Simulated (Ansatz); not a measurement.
A series of calculations on CH₅AsSe

## 1. Relaxation

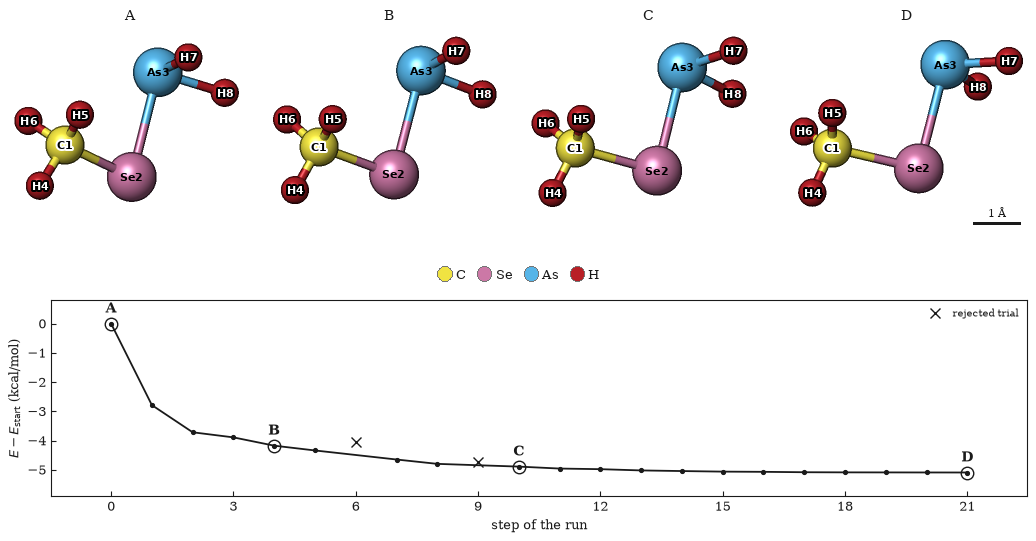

Frames of a relaxation of CH₅AsSe, marked on the history of the run. The picture is a ball-and-stick view, seen from a free direction.

The run prepares an end point of a later path (inversion) calculation, from a guessed geometry.

Theory: RKS PBE-D4/def2-SVP in Ansatz. Set-up: no spin polarisation; force threshold 0.015 eV/Å; at most 40 steps.

**What happens along the run?**

Over 19 accepted moves (21 points after the start) the energy falls by 5.09 kcal/mol. Largest force component: 1.7 eV/Å at the start, 0.0096 eV/Å at the end. The line search rejected the trial steps at points 6, 9 of the run. The forces were under the threshold at step 18, but the run went on from there. The atom that moves furthest after the best rigid fit is H7 (0.98 Å). Largest moves by element: H 0.98 Å, Se 0.61 Å, As 0.50 Å, C 0.22 Å. Near-neighbour distances that change, for instance: As3–H7 1.617 → 1.544 Å, C1–Se2 1.913 → 1.972 Å, C1–H4 1.145 → 1.107 Å, As3–H8 1.577 → 1.543 Å. Among the angles between lasting bonds that change: C1–Se2–As3 89.6° → 96.2°, H4–C1–H5 104.5° → 109.2°, Se2–C1–H4 109.7° → 105.7°. Groups turn about Se2–As3 by about 60°. From step 0 to 4: H7 moves most (0.28 Å), energy −4.18 kcal/mol. From step 4 to 10: H7 moves most (0.39 Å), energy −0.72 kcal/mol. From step 10 to 21: H7 moves most (0.40 Å), energy −0.20 kcal/mol.

## 2. Relaxation

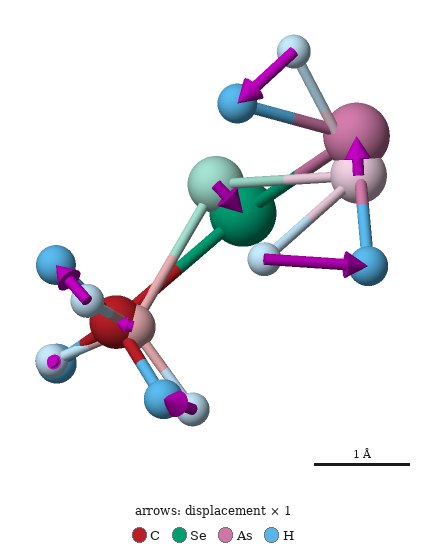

A relaxation of CH$_{5}$AsSe. The starting structure is drawn faded, the final one solid; purple arrows show the displacements, at their true length. The two geometries are superimposed by the best rigid fit.

Style: ball-and-stick. Shown from a free direction.

The run prepares an end point of a later path (inversion) calculation, from a guessed geometry.

These are results of RKS PBE-D4/def2-SVP in Ansatz, not measurements.

The input:
```yaml
crystal:
  periodic: [false, false, false]
  atoms:
    - { symbol: C, position_ang: [-0.5579, 1.1036, -0.4009] }
    - { symbol: Se, position_ang: [-0.6723, 0.0026, 1.159] }
    - { symbol: As, position_ang: [0.4164, -1.7592, -0.0254] }
    - { symbol: H, position_ang: [-1.0142, 2.1305, -0.182] }
    - { symbol: H, position_ang: [0.4511, 1.3188, -0.7235] }
    - { symbol: H, position_ang: [-1.1496, 0.6798, -1.2515] }
    - { symbol: H, position_ang: [0.07446, -1.08887, -1.45709] }
    - { symbol: H, position_ang: [-0.91685, -2.59371, -0.13343] }
basis:
  gaussian: { orbitals: def2-SVP }
hamiltonian:
  xc: pbe
  dispersion: d4
relax:
  f_tol: 0.015
  max_steps: 40
```

Command:
```bash
ansatz run input.yaml --threads 2 --pin off --max-ram 3072MiB --backend cpu --events-out ev --progress --plain --runs-dir out
```

What happened in the run?

The atom that moves furthest after the best rigid fit is H7 (1.12 Å). Largest moves by element: H 1.12 Å, Se 0.42 Å, As 0.42 Å, C 0.18 Å. Some distances before and after: As3–H7 1.617 → 1.547 Å, C1–Se2 1.913 → 1.968 Å, C1–H4 1.145 → 1.107 Å, As3–H8 1.577 → 1.547 Å. Among the angles between lasting bonds that change: C1–Se2–As3 89.6° → 100.2°, H4–C1–H5 104.5° → 109.5°, Se2–C1–H5 114.4° → 110.4°. Groups turn about Se2–As3 by about 65°. Over 13 accepted moves (15 points after the start) the energy falls by 0.386 eV. The largest force component goes from 2 to 0.0055 eV/Å. The line search rejected the trial steps at points 11, 14 of the run.

## 3. Path

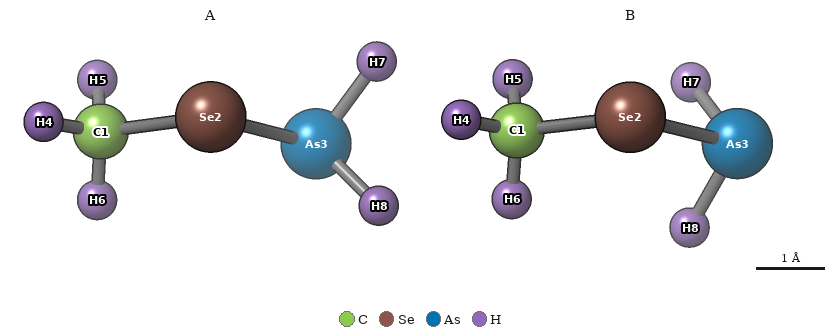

The two relaxed end points of a path for CH5AsSe. The picture is a ball-and-stick view, seen at a tilt.

The calculation used RKS PBE-D4/def2-SVP in Ansatz.

Input
```yaml
crystal:
  periodic: [false, false, false]
  atoms:
    - { symbol: C, position_ang: [-0.704094, 1.238578, -0.473464] }
    - { symbol: Se, position_ang: [-0.106997, 0.253405, 1.127314] }
    - { symbol: As, position_ang: [0.877314, -1.593757, -0.055453] }
    - { symbol: H, position_ang: [-1.211965, 2.146853, -0.094823] }
    - { symbol: H, position_ang: [0.156334, 1.537047, -1.100794] }
    - { symbol: H, position_ang: [-1.423268, 0.63932, -1.062366] }
    - { symbol: H, position_ang: [2.206189, -1.596324, 0.730987] }
    - { symbol: H, position_ang: [0.298586, -2.682221, 0.872899] }
basis:
  gaussian: { orbitals: def2-SVP }
hamiltonian:
  xc: pbe
  dispersion: d4
neb:
  order_check: false
  images: 9
  f_tol: 0.05
  max_iterations: 60
  initial_path: idpp
  final_atoms:
    - { symbol: C, position_ang: [-0.57037364, 1.00258809, -0.37345201] }
    - { symbol: Se, position_ang: [-0.18107151, 0.4344835, 1.46998045] }
    - { symbol: As, position_ang: [0.96443971, -1.62800411, 1.04668104] }
    - { symbol: H, position_ang: [-1.11416458, 1.96473732, -0.3026868] }
    - { symbol: H, position_ang: [0.36925871, 1.1503795, -0.93849805] }
    - { symbol: H, position_ang: [-1.20831683, 0.25419294, -0.88037707] }
    - { symbol: H, position_ang: [1.87455225, -1.07756071, -0.07615197] }
    - { symbol: H, position_ang: [-0.04222512, -2.15791554, -0.00119559] }
```

Command:
```bash
ansatz run input.yaml --threads 2 --pin off --max-ram 3072MiB --backend cpu --events-out ev --progress --plain --runs-dir out
```

Q: Predict the minimum-energy path and its barrier.

A: The barrier is about 1.63 eV in both directions, with image 3 at the top; the ends have nearly the same energy. The motion is an umbrella inversion at As3. No bond forms or breaks between the ends. Bond angles that change up to the highest image, for instance: Se2–As3–H8 95.3° → 122.2°, Se2–As3–H7 95.9° → 122.2°. The band is converged. At the top, the vibrational analysis gives one imaginary mode (885i cm⁻¹), as a transition state must have.

Energies of the converged images:

```
image  path (Å)  E (eV)
    0      0.00   0.000
    1      0.35   0.131
    2      0.71   0.900
    3      1.06   1.631
    4      1.32   1.203
    5      1.58   0.516
    6      1.84   0.200
    7      2.10   0.102
    8      2.37   0.042
    9      2.63   0.006
   10      2.89  -0.008
```

The geometry at the top of the path:

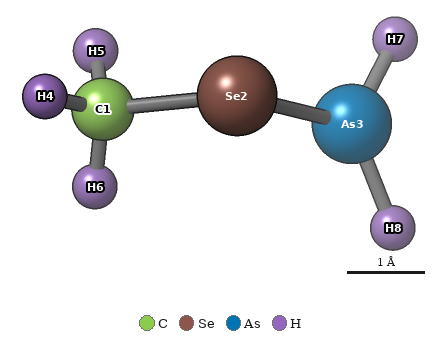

Cost: 44 s on 2 threads of AMD EPYC 9R45 96-Core Processor (Zen 5), with other jobs on the host, peak memory 0.17 GiB.
